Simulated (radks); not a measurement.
System: the Sr⁺ ion, configuration [Kr] 5s1. Computed with the in-house radial solver radks: scalar-relativistic Kohn-Sham, PBE, spin-unpolarised, spherical densities, point nucleus.

```
Z 38
configuration [Kr] 5s1
relativity scalar-relativistic
functional pbe,pbe
spin unpolarised
nucleus point
c 137.035999084
```

Wanted: the number of electrons inside radius r (solid) and the radial density 4πr²ρ (dashed).

The count levels off at 37 electrons. Half of them lie within 0.446 bohr, 90 % within 1.66 bohr and 99 % within 4.22 bohr. The radial density has minima at 0.0561 and 0.252 bohr, where the count stands at 2.0 and 11.0; these part the shells that the density resolves.

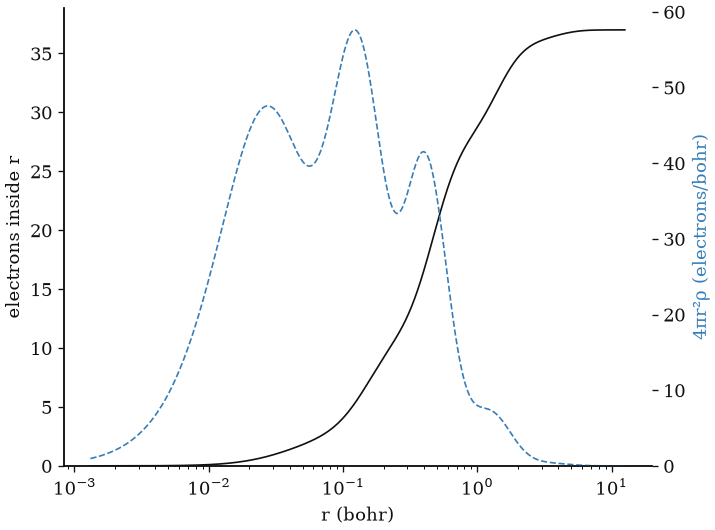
